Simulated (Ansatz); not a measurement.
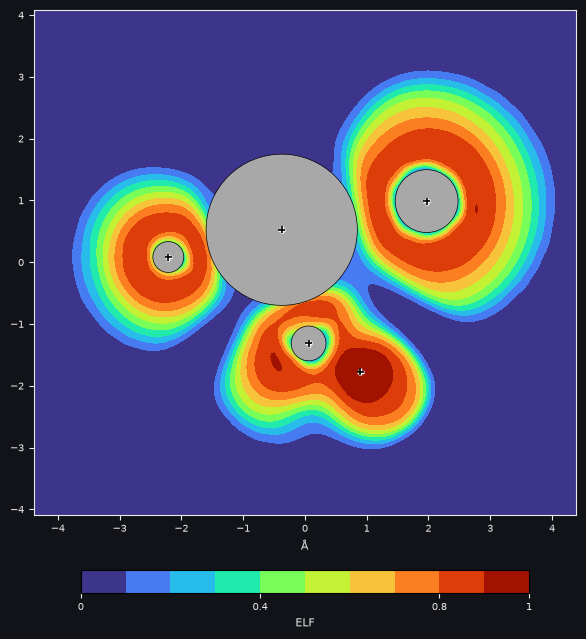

The ELF on a plane through atoms (crosses mark nuclei in the plane; grey discs cover the cores).

Method: RKS B3LYP/def2-SVP in Ansatz.

Candidates:
A. ClFH₄OW···H₂
B. Cl₂FH₂O₂Ta

Which system is this?

Candidate B: Cl₂FH₂O₂Ta on the plane of atoms F5, Ta1 and O7, which holds Ta, Cl, F, O and H. Ta–F (1.89 Å): the ELF peaks at about 0.85 in the valence shell of F, 0.5 Å from its nucleus, and drops to about 0.20 between the two atoms. Ta–O (1.89 Å): the ELF peaks at about 0.85 in the valence shell of O, 0.6 Å from its nucleus, and drops to about 0.25 between the two atoms.
